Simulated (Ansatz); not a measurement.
# Al: energy over the lattice constants a and c, part 1 of 2

Aim: map the energy of Al (P6_3/mmc, No. 194; 2 atoms in the cell) over two coordinates, and find its wells, ridges and stiffness.

This is Al in the hcp structure; at room conditions it is fcc.

Method: DFT PBEsol, scalar-relativistic, plane waves, PAW, in Ansatz 0.2.0.

72 further runs of the same task are left out: 72 set aside as unsound or not needed.

## 1. Starting point

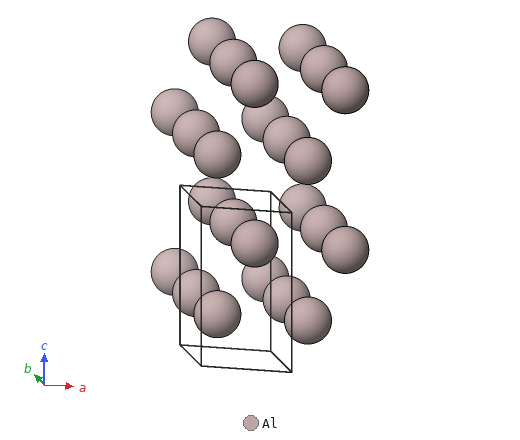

The starting structure, seen slightly off an axis (aluminium light grey). 2×3×2 cells are drawn.

Structure file:

```cif
data_structure
_symmetry_space_group_name_H-M 'P 1'
_symmetry_Int_Tables_number 1
_cell_length_a 2.8125
_cell_length_b 2.8125
_cell_length_c 4.8669
_cell_angle_alpha 90.000
_cell_angle_beta 90.000
_cell_angle_gamma 120.000
_cell_volume 33.34
loop_
_atom_site_label
_atom_site_type_symbol
_atom_site_fract_x
_atom_site_fract_y
_atom_site_fract_z
_atom_site_occupancy
Al1 Al 0.66667 0.33333 0.75000 1
Al2 Al 0.33333 0.66667 0.25000 1
```

Source of the structure: the Materials Project (structure only).

## 2. A first look at the start

input.yaml reads:

```yaml
crystal:
  lattice:
    - [2.8124553515, 0.0, 0.0]
    - [-1.4062276757, 2.4356577814, 0.0]
    - [0.0, 0.0, 4.86685]
  atoms:
    - { symbol: Al, position: [0.66666667, 0.33333333, 0.75] }
    - { symbol: Al, position: [0.33333333, 0.66666667, 0.25] }
basis:
  ecutwfc: 420
kpoints:
  mp_grid: { grid: [9, 9, 4] }
hamiltonian:
  xc: pbesol
  pseudopotentials: { kind: paw, azcp: { folder: soft_1 } }
scf:
  occupations: { method: gaussian, width: 0.1 }
output:
  forces: true
  stress: true
  eigenvalues: true
```

Started as:

```bash
$ ansatz run input.yaml --threads 1 --pin off --max-ram 2048MiB --backend cpu --events-out ev --progress --plain --runs-dir out
```

Standard output, cut to the lines that bear on the results:

```text
Warning: <dir> the record states the generating functional pbe (its physics header spells it `PBE`), which answers neither for hamiltonian.xc's functional nor for the pbesol family's — results may be inconsistent (PPs are generated against a specific XC)
Warning: RAYON_NUM_THREADS=1 ignored (pool sized by the plan → 1); use --threads N
[...]
Pseudopotentials: kind: paw
Pseudopotential: Al, paw, valence charge 3, recommended cutoff 420 eV (normal), <dir>
Functional definition: PBEsol
[...]
Crystal: 2 atoms, lattice volume = 33.339 Å³
Basis set: ecut = 420 eV, 665 PW (Γ), exchange–correlation on 40×40×72 points (8 copies of the dense FFT grid, shifted against one another)
Bands: 7, of which v1, the nominal top of the filled ones, is band 3 counted from 1 (2 counted from 0)
Symmetry: 24 space group operations
[...]
SCF iter   5: F=-1049.018722 eV  HF=-1049.018722 eV  |F-HF|=2.50e-10  |Δ(HF+E_count)|=   1.02e-7  Δρ=1.81e-6  dr2=4.68e-10  ethr=1.67e-9  ⟨swp⟩=3.4  Hψ=613  notcnv=0
[...]
SCF converged after 5 iterations
Free energy (F): -1049.018722 eV
[...]
E sigma→0 (E₀):  -1049.017269 eV
Entropy (-TS):   -0.002907 eV (-1.454 meV/atom)
Fermi energy:    7.706331 eV
[...]
--- Forces (eV/Å), atoms counted from 1 ---
  atom   1  Al    -0.00000000     0.00000000    -0.00000000
  atom   2  Al     0.00000000    -0.00000000     0.00000000
[...]
--- Stress (GPa, compression-positive) ---
       -0.855060      -0.000000      -0.000000
       -0.000000      -0.855060      -0.000000
       -0.000000      -0.000000      -1.070864
  P = ⅓ Tr σ = -0.9270 GPa (-9.270 kbar)
--- Band table (eV; the first three rows and the last of 36) ---
  k-point 0: bands = ["-3.2855", "2.7091", "2.9439", "18.8406", "19.1607", "19.1607", "19.3497"]
[...]
```

Wall time 0.76 s (1 thread of Intel Xeon Platinum 8259CL at 2.50GHz (Skylake/Cascade Lake), shared host); peak memory 0.32 GiB.

From the probe: pressure -0.9 GPa, largest force 0.00 eV/Å, gap on this mesh none (metal). The gap decides the next run's mesh: 18×18×10 points.

## 3. The relaxation

Edit input.yaml of step 2 so:

```diff
@@ -11,3 +11,3 @@
 kpoints:
-  mp_grid: { grid: [9, 9, 4] }
+  mp_grid: { grid: [18, 18, 10] }
 hamiltonian:
@@ -21 +21,6 @@
   eigenvalues: true
+relax:
+  adjacent_minimum: "off"
+  f_tol: 0.005
+  max_steps: 80
+  cell: { stress_tol: 0.05 }
```

Started as:

```bash
$ ansatz run input.yaml --threads 1 --pin off --max-ram 2048MiB --backend cpu --events-out ev --progress --plain --runs-dir out
```

Standard output:

```text
Warning: <dir> the record states the generating functional pbe (its physics header spells it `PBE`), which answers neither for hamiltonian.xc's functional nor for the pbesol family's — results may be inconsistent (PPs are generated against a specific XC)
Warning: RAYON_NUM_THREADS=1 ignored (pool sized by the plan → 1); use --threads N
Engine: ansatz 0.2.0, x86_64-unknown-linux-gnu
[... 3 set-up lines as earlier in the session ...]
  exchange = pbesol_x
  correlation = pbesol_c
Crystal: 2 atoms, lattice volume = 33.339 Å³
Basis set: ecut = 420 eV, 665 PW (Γ), exchange–correlation on 40×40×72 points (8 copies of the dense FFT grid, shifted against one another)
Bands: 7, of which v1, the nominal top of the filled ones, is band 3 counted from 1 (2 counted from 0)
[... 1 set-up line as earlier in the session ...]
Space group: P63/mmc (ITA 194), of the structure as read, at distance tolerance 3.2e-5 Å
k-points: 222 of 3240
Non-local potential: Al, projectors of the file, l = 0: 2, l = 1: 2, l = 2: 1
PAW form: soft (Blöchl's): semilocal exchange-correlation on the pseudo side does not see the compensation charge
PAW frozen core: Al, regenerated for the run's functional, and the local potential with it (the file was generated under x = pbe(κ = 0.804, μ = 0.2195149727645171), c = pbe(β = 0.06672455060314922))
PAW one-centre angular grid: Al, 110 points (default); XC on 64 Gauss nodes
Initial density: superposition of atomic densities (chi_scale 0.1, normalization cell)
Initial wavefunctions: pseudopotential atomic-orbital guess
Functional: x = pbesol(κ = 0.804, μ = 0.12345679012345678), c = pbesol(β = 0.046)
SCF iter   1: F=—  HF=-1049.117034 eV  |F-HF|=—  |Δ(HF+E_count)|=         —  Δρ=2.21e-2  dr2=1.79e-1  ethr=3.10e-3  ⟨swp⟩=4.8  Hψ=12342  notcnv=0
preconditioner: auto → none  [metal: Δε(μ)=0.032 eV  Ē_g=8.959 eV  σ=0.100 eV  W_gap=0.17  n_scr=2 (ndim 8)  ℏωp=15.8 eV  f_vac=0.000  D(μ)=0.73/eV (n_scr^D=2)  sad-step TF]
SCF iter   2: F=—  HF=-1049.067197 eV  |F-HF|=—  |Δ(HF+E_count)|=   4.98e-2  Δρ=1.45e-2  dr2=7.72e-2  ethr=2.99e-3  ⟨swp⟩=1.0  Hψ=3332  notcnv=0
SCF iter   3: F=—  HF=-1049.022297 eV  |F-HF|=—  |Δ(HF+E_count)|=   4.49e-2  Δρ=3.22e-4  dr2=1.33e-5  ethr=1.29e-3  ⟨swp⟩=1.9  Hψ=1953  notcnv=0  defer=1
SCF iter   4: F=—  HF=-1049.022201 eV  |F-HF|=—  |Δ(HF+E_count)|=   9.60e-5  Δρ=5.35e-5  dr2=4.84e-7  ethr=2.22e-7  ⟨swp⟩=2.1  Hψ=2208  notcnv=0  defer=2
SCF iter   5: F=-1049.022191 eV  HF=-1049.022191 eV  |F-HF|=5.06e-10  |Δ(HF+E_count)|=   1.00e-5  Δρ=3.69e-6  dr2=2.57e-9  ethr=1.67e-9  ⟨swp⟩=6.0  Hψ=8622  notcnv=0
SCF 1 converged in 5 iterations: F = -1049.022191 eV  dr2 = 2.57e-9
relax step   1: F+E_penalty+E_count = -1049.02219134 eV  Δ(F+E_penalty+E_count) = +0.000e0 eV  max|allowed force component| = 2.082e-17 eV/Å  Δτ_max = 0.0000 Å  P = -1.404 GPa  Ω = 33.339 Å³  (5 SCF iters, dr2 threshold 1.00e-7 eV, accepted)
Crystal: 2 atoms, lattice volume = 32.478 Å³
Basis set: ecut = 420 eV, 651 PW (Γ), exchange–correlation on 40×40×72 points (8 copies of the dense FFT grid, shifted against one another)
Initial density: handed on by an earlier stage of this run
Initial wavefunctions: those handed on with the density
iter 1 solved again at ethr=1.46e-5 eV; its pass at ethr=3.10e-3 eV (dr2=8.73e-4 eV) is discarded
SCF iter   1: F=—  HF=-1049.029395 eV  |F-HF|=—  |Δ(HF+E_count)|=         —  Δρ=1.47e-3  dr2=8.90e-4  ethr=1.46e-5  ⟨swp⟩=1.5  Hψ=14248  notcnv=0
preconditioner: auto → none  [metal: Δε(μ)=0.024 eV  Ē_g=9.083 eV  σ=0.100 eV  W_gap=0.13  n_scr=2 (ndim 8)  ℏωp=16.0 eV  f_vac=0.000  D(μ)=0.83/eV (n_scr^D=2)]
SCF iter   2: F=—  HF=-1049.029022 eV  |F-HF|=—  |Δ(HF+E_count)|=   3.73e-4  Δρ=5.75e-4  dr2=1.33e-4  ethr=1.46e-5  ⟨swp⟩=1.0  Hψ=1554  notcnv=0
SCF iter   3: F=—  HF=-1049.028933 eV  |F-HF|=—  |Δ(HF+E_count)|=   8.86e-5  Δρ=3.00e-5  dr2=2.79e-7  ethr=2.22e-6  ⟨swp⟩=1.5  Hψ=1881  notcnv=0
SCF iter   4: F=-1049.028933 eV  HF=-1049.028933 eV  |F-HF|=1.08e-10  |Δ(HF+E_count)|=   4.09e-7  Δρ=1.34e-6  dr2=6.06e-10  ethr=3.33e-9  ⟨swp⟩=5.1  Hψ=8242  notcnv=0
SCF 2 converged in 4 iterations: F = -1049.028933 eV  dr2 = 6.06e-10
relax step   2: F+E_penalty+E_count = -1049.02893261 eV  Δ(F+E_penalty+E_count) = -6.741e-3 eV  max|allowed force component| = 2.660e-17 eV/Å  Δτ_max = 0.0000 Å  P = +0.393 GPa  Ω = 32.478 Å³  energy of the carried Pulay correction = +1.443e-4 eV  (4 SCF iters, dr2 threshold 2.00e-7 eV, accepted)
Crystal: 2 atoms, lattice volume = 32.610 Å³
iter 1 solved again at ethr=7.58e-7 eV; its pass at ethr=3.10e-3 eV (dr2=4.55e-5 eV) is discarded
SCF iter   1: F=—  HF=-1049.029379 eV  |F-HF|=—  |Δ(HF+E_count)|=         —  Δρ=3.37e-4  dr2=4.56e-5  ethr=7.58e-7  ⟨swp⟩=2.1  Hψ=13602  notcnv=0
preconditioner: auto → none  [metal: Δε(μ)=0.018 eV  Ē_g=9.053 eV  σ=0.100 eV  W_gap=0.10  n_scr=2 (ndim 8)  ℏωp=15.9 eV  f_vac=0.000  D(μ)=0.92/eV (n_scr^D=2)]
SCF iter   2: F=—  HF=-1049.029353 eV  |F-HF|=—  |Δ(HF+E_count)|=   2.63e-5  Δρ=1.30e-4  dr2=6.59e-6  ethr=7.58e-7  ⟨swp⟩=1.0  Hψ=1554  notcnv=0
SCF iter   3: F=-1049.029350 eV  HF=-1049.029350 eV  |F-HF|=1.76e-8  |Δ(HF+E_count)|=   3.40e-6  Δρ=6.50e-6  dr2=1.12e-8  ethr=3.33e-9  ⟨swp⟩=2.9  Hψ=5530  notcnv=0
SCF 3 converged in 3 iterations: F = -1049.029350 eV  dr2 = 1.12e-8
relax step   3: F+E_penalty+E_count = -1049.02934951 eV  Δ(F+E_penalty+E_count) = -4.169e-4 eV  max|allowed force component| = 1.099e-17 eV/Å  Δτ_max = 0.0000 Å  P = +0.041 GPa  Ω = 32.610 Å³  energy of the carried Pulay correction = +1.193e-4 eV  (3 SCF iters, dr2 threshold 2.00e-7 eV, accepted)
[... from here on, the SCF cycles and remarks between the steps are left out ...]
relax step   4: F+E_penalty+E_count = -1049.02955209 eV  Δ(F+E_penalty+E_count) = -2.026e-4 eV  max|allowed force component| = 1.503e-17 eV/Å  Δτ_max = 0.0000 Å  P = -0.027 GPa  Ω = 32.631 Å³  energy of the carried Pulay correction = +1.138e-4 eV  (3 SCF iters, dr2 threshold 7.38e-8 eV, accepted)
relax step   5: F+E_penalty+E_count = -1049.02968289 eV  Δ(F+E_penalty+E_count) = -1.308e-4 eV  max|allowed force component| = 1.388e-17 eV/Å  Δτ_max = 0.0000 Å  P = +0.016 GPa  Ω = 32.615 Å³  energy of the carried Pulay correction = +1.119e-4 eV  (4 SCF iters, dr2 threshold 7.84e-8 eV, accepted)
relax step   6: F+E_penalty+E_count = -1049.02982142 eV  Δ(F+E_penalty+E_count) = -1.385e-4 eV  max|allowed force component| = 6.708e-17 eV/Å  Δτ_max = 0.0000 Å  P = +0.011 GPa  Ω = 32.618 Å³  energy of the carried Pulay correction = +1.092e-4 eV  (5 SCF iters, accepted)
relax step   7: F+E_penalty+E_count = -1049.02937731 eV  Δ(F+E_penalty+E_count) = +4.441e-4 eV  max|allowed force component| = 1.446e-17 eV/Å  Δτ_max = 0.0000 Å  P = +0.021 GPa  Ω = 32.608 Å³  energy of the carried Pulay correction = +1.040e-4 eV  (5 SCF iters, dr2 threshold 5.38e-8 eV, rejected (line search))
relax step   8: F+E_penalty+E_count = -1049.02993907 eV  Δ(F+E_penalty+E_count) = -1.176e-4 eV  max|allowed force component| = 1.099e-17 eV/Å  Δτ_max = 0.0000 Å  P = -0.001 GPa  Ω = 32.622 Å³  energy of the carried Pulay correction = +1.074e-4 eV  (5 SCF iters, accepted)
relax step   9: F+E_penalty+E_count = -1049.02357027 eV  Δ(F+E_penalty+E_count) = +6.369e-3 eV  max|allowed force component| = 6.361e-18 eV/Å  Δτ_max = 0.0000 Å  P = +0.177 GPa  Ω = 32.578 Å³  energy of the carried Pulay correction = +1.028e-4 eV  (5 SCF iters, dr2 threshold 6.20e-8 eV, rejected (line search))
relax step  10: F+E_penalty+E_count = -1049.03007031 eV  Δ(F+E_penalty+E_count) = -1.312e-4 eV  max|allowed force component| = 1.735e-17 eV/Å  Δτ_max = 0.0000 Å  P = -0.000 GPa  Ω = 32.619 Å³  energy of the carried Pulay correction = +1.062e-4 eV  (5 SCF iters, accepted)
relax step  11: F+E_penalty+E_count = -1049.03005672 eV  Δ(F+E_penalty+E_count) = +1.360e-5 eV  max|allowed force component| = 9.252e-18 eV/Å  Δτ_max = 0.0000 Å  P = +0.003 GPa  Ω = 32.616 Å³  energy of the carried Pulay correction = +1.052e-4 eV  (4 SCF iters, dr2 threshold 1.34e-8 eV, rejected (line search))
relax step  12: F+E_penalty+E_count = -1049.03008649 eV  Δ(F+E_penalty+E_count) = -1.618e-5 eV  max|allowed force component| = 2.082e-17 eV/Å  Δτ_max = 0.0000 Å  P = -0.005 GPa  Ω = 32.620 Å³  energy of the carried Pulay correction = +1.054e-4 eV  (5 SCF iters, accepted)
Basis set: ecut = 420 eV, 627 PW (Γ), exchange–correlation on 40×40×64 points (8 copies of the dense FFT grid, shifted against one another)
Initial wavefunctions: pseudopotential atomic-orbital guess (no wavefunctions were taken with the density)
iter 1 solved again at ethr=6.93e-10 eV; its pass at ethr=3.10e-3 eV (dr2=4.16e-8 eV) is discarded
SCF iter   1: F=—  HF=-1049.030078 eV  |F-HF|=—  |Δ(HF+E_count)|=         —  Δρ=2.30e-5  dr2=1.58e-8  ethr=6.93e-10  ⟨swp⟩=3.6  Hψ=17860  notcnv=0
preconditioner: auto → none  [metal: Δε(μ)=0.000 eV  Ē_g=9.018 eV  σ=0.100 eV  W_gap=0.00  n_scr=2 (ndim 8)  ℏωp=15.9 eV  f_vac=0.000  D(μ)=1.08/eV (n_scr^D=2)]
SCF iter   2: F=—  HF=-1049.030090 eV  |F-HF|=—  |Δ(HF+E_count)|=   1.19e-5  Δρ=1.14e-5  dr2=3.98e-9  ethr=2.63e-10  ⟨swp⟩=2.0  Hψ=2231  notcnv=0
SCF iter   3: F=—  HF=-1049.030090 eV  |F-HF|=—  |Δ(HF+E_count)|=   1.22e-8  Δρ=5.24e-7  dr2=4.00e-11  ethr=6.64e-11  ⟨swp⟩=2.0  Hψ=2221  notcnv=0
SCF iter   4: F=-1049.030090 eV  HF=-1049.030090 eV  |F-HF|=1.59e-12  |Δ(HF+E_count)|=  1.55e-11  Δρ=1.63e-7  dr2=3.93e-12  ethr=1.00e-12  ⟨swp⟩=4.5  Hψ=4817  notcnv=0
SCF 13 converged in 4 iterations: F = -1049.030090 eV  dr2 = 3.93e-12
relax step  13: F+E_penalty+E_count = -1049.03008961 eV  Δ(F+E_penalty+E_count) = -3.115e-6 eV  max|allowed force component| = 1.850e-17 eV/Å  Δτ_max = 0.0000 Å  P = -0.007 GPa  Ω = 32.620 Å³  stress off target by 3.21e-2 GPa  SCF on the basis re-selected at this cell (its energy is not comparable with the rows above)  (4 SCF iters)
basis re-selected at this cell: Δ(F+E_penalty+E_count) = -3.115e-6 eV, ΔP = -0.001 GPa vs the last step (what re-selecting the basis moved, of the pressure what is left beyond the Pulay correction that the steps carried, after the strain that the cell walked since its last selection, with what the two solves' SCF thresholds leave and, on support functions, any second-order correction that the steps lacked; it is no measure of the basis error at this ecutwfc). The dense FFT grid was sized anew with the basis: this SCF ran on 20×20×32 points, the steps before it on 20×20×36, so part of this shift can come from that change (see relax.cell in the input reference). This SCF's stress stands 3.21e-2 GPa from its target on what of the cell is left free (relax.cell.stress_tol is 5.00e-2 GPa) and its largest allowed force component is 1.85e-17 eV/Å (relax.f_tol is 5.00e-3 eV/Å): within both
SCF converged after 4 iterations
Free energy (F): -1049.030090 eV
Harris-Foulkes:  -1049.030090 eV  (|F-HF|=1.59e-12)
Internal energy: -1049.024693 eV  (E = F + TS)
E sigma→0 (E₀):  -1049.027391 eV
Entropy (-TS):   -0.005396 eV (-2.698 meV/atom)
Fermi energy:    8.000957 eV
--- Per-component energies (eV) ---
  E_band       = 21.326646
  E_kinetic    = 45.377024
  E_local      = 21.099825  (includes V_loc(G=0)·N_el)
  E_nonlocal   = 20.288921
  E_hartree    = 0.189699
  E_xc         = -74.974193
  E_vxc        = -58.889110  (∫ρ·V_xc dr)
  E_paw        = -913.452076  (= ΣΔE_a)
  E_vpaw       = -6.929407  (= ΣTr[D̂ρ^β])
  E_aug_tail   = -0.000006  (compensation charges beyond the density's cutoff)
  E_ewald      = -147.592166
  E_core_change = 0.038278  (= ΣΔE_core)
  E_smearing   = -0.005396  (= −TS)
  E_closure    = 0.000000  (closes the sum)
  Σ components = -1049.030090   (vs F -1049.030090, Δ=0.00e0)
--- Forces (eV/Å), atoms counted from 1 ---
  atom   1  Al    -0.00000000    -0.00000000     0.00000000
  atom   2  Al     0.00000000     0.00000000     0.00000000
  max |Σ_I F_I| component: 2.31e-18 eV/Å
--- Stress (GPa, compression-positive) ---
        0.006233       0.000000      -0.000000
        0.000000       0.006233      -0.000000
       -0.000000      -0.000000      -0.032123
  P = ⅓ Tr σ = -0.0066 GPa (-0.066 kbar)
--- Band table (eV; the first three rows and the last of 222) ---
  k-point 0: bands = ["-3.2073", "3.3848", "3.6387", "18.5687", "18.5687", "18.9303", "18.9303"]
  k-point 1: bands = ["-3.1385", "2.2519", "4.8920", "18.6213", "18.6213", "18.9885", "18.9885"]
  k-point 2: bands = ["-2.9326", "1.1246", "6.3802", "17.3610", "18.7787", "18.7787", "19.1612"]
  k-point 221: bands = ["5.6250", "5.6250", "6.4108", "6.4108", "6.9797", "6.9797", "18.1963"]
--- Relaxed structure (12 steps of the walk, 9 accepted, 1 SCFs on fresh bases) ---
  F+E_penalty+E_count = -1049.03008961 eV   max|allowed force component| = 1.850e-17 eV/Å   (the final SCF, on the basis selected at the relaxed cell)
  cell:  # Å, volume = 32.6202 Å³
    - [2.8496988416681495, -2.924975645144288e-11, -1.8038085770397274e-29]
    - [-1.4248494208087437, 2.467911590034331, 1.5197446303072107e-18]
    - [-4.426720271399663e-32, 3.0367029434251872e-18, 4.638288386337025]
  atoms:
    - { symbol: Al, position: [0.6666666666666667, 0.3333333333333334, 0.7500000000000001] }
    - { symbol: Al, position: [0.33333333333333337, 0.6666666666666666, 0.25] }
```

Wall time 47 s (1 thread of Intel Xeon Platinum 8259CL at 2.50GHz (Skylake/Cascade Lake), shared host); peak memory 0.41 GiB.

Relaxation path:

```
step  energy from step 1 (eV/cell)  largest force component (eV/Å)  pressure (GPa)  volume (Å³)
   1                        0.0000                          0.0000           -1.40        33.34
   2                       -0.0067                          0.0000            0.39        32.48
   3                       -0.0072                          0.0000            0.04        32.61
   4                       -0.0074                          0.0000           -0.03        32.63
   5                       -0.0075                          0.0000            0.02        32.62
   6                       -0.0076                          0.0000            0.01        32.62
   7                       -0.0072                          0.0000            0.02        32.61
   8                       -0.0077                          0.0000            0.00        32.62
   9                       -0.0014                          0.0000            0.18        32.58
  10                       -0.0079                          0.0000            0.00        32.62
  11                       -0.0079                          0.0000            0.00        32.62
  12                       -0.0079                          0.0000           -0.01        32.62
  13                       -0.0079                          0.0000           -0.01        32.62
```

Step 1 is the start. Step 13 repeats the geometry before it on a plane-wave basis chosen anew for that cell, so its energy need not be comparable with the rows above. Steps 7, 9, 11 were tried and not accepted.

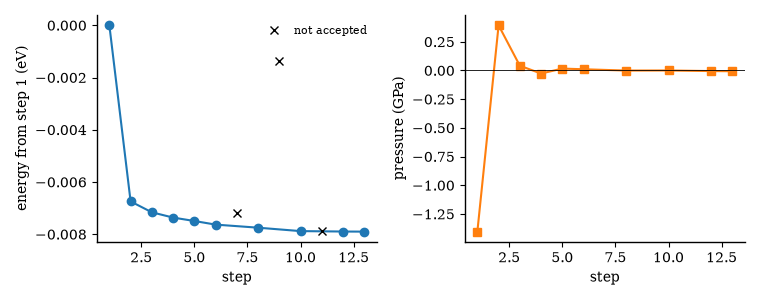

Energy and pressure along the relaxation.

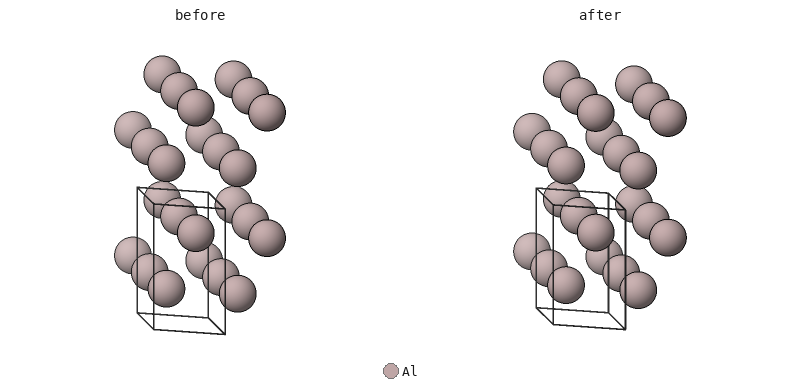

The structure before (left) and after (right) the relaxation, drawn at the same scale.

|  | before | after | change |
| --- | --- | --- | --- |
| a (Å) | 2.812 | 2.850 | +1.3 % |
| b (Å) | 2.812 | 2.850 | +1.3 % |
| c (Å) | 4.867 | 4.638 | -4.7 % |
| volume (Å³/atom) | 16.67 | 16.31 | -2.2 % |
| shortest distance (Å) | 2.812 | 2.843 | +1.1 % |
| space group (0.01 Å) | P6_3/mmc | P6_3/mmc | same |

Forces and stress were held to the start's 24 operations: a distortion of lower symmetry was not tested.

## 4. The zero of the map

input.yaml reads:

```yaml
crystal:
  lattice:
    - [2.8496988417, 0.0, 0.0]
    - [-1.4248494208, 2.46791159, 0.0]
    - [0.0, 0.0, 4.6382883863]
  atoms:
    - { symbol: Al, position: [0.6666666667, 0.3333333333, 0.75] }
    - { symbol: Al, position: [0.3333333333, 0.6666666667, 0.25] }
basis:
  ecutwfc: 420
kpoints:
  mp_grid: { grid: [18, 18, 10] }
hamiltonian:
  xc: pbesol
  pseudopotentials: { kind: paw, azcp: { folder: soft_1 } }
scf:
  occupations: { method: gaussian, width: 0.15 }
output:
  forces: true
  stress: true
  eigenvalues: true
```

Started as:

```bash
$ ansatz run input.yaml --threads 1 --pin off --max-ram 2048MiB --backend cpu --events-out ev --progress --plain --runs-dir out
```

Standard output, cut to the lines that bear on the results:

```text
[...]
SCF converged after 5 iterations
Free energy (F): -1049.033277 eV
[...]
E sigma→0 (E₀):  -1049.027754 eV
Entropy (-TS):   -0.011047 eV (-5.523 meV/atom)
Fermi energy:    7.996557 eV
[...]
--- Forces (eV/Å), atoms counted from 1 ---
  atom   1  Al    -0.00000000     0.00000000     0.00000000
  atom   2  Al    -0.00000000    -0.00000000     0.00000000
[...]
--- Stress (GPa, compression-positive) ---
       -0.056746       0.000000       0.000000
       -0.000000      -0.056746       0.000000
        0.000000       0.000000       0.123618
  P = ⅓ Tr σ = 0.0034 GPa (0.034 kbar)
--- Band table (eV; the first three rows and the last of 222) ---
  k-point 0: bands = ["-3.2072", "3.3847", "3.6388", "18.5687", "18.5687", "18.9303", "18.9303"]
[...]
```

It took 2.9 s on 1 thread of Intel Xeon Platinum 8259CL at 2.50GHz (Skylake/Cascade Lake), shared host; peak memory 0.38 GiB.

## 5. Plan of the scan

The energy is mapped over the lattice constants a and c of the conventional cell.

First coordinate, lattice constant a (and b): 11 values from 2.650 to 3.049 Å. Second coordinate, lattice constant c: 11 values from 4.267 to 5.009 Å.

Nothing else is relaxed (symmetry fixes all fractional coordinates). Energies count from the relaxed crystal. Points are written as (first, second).

Below, 8 of the grid's runs; all are launched alike.

(Continued in part 2 of 2.)
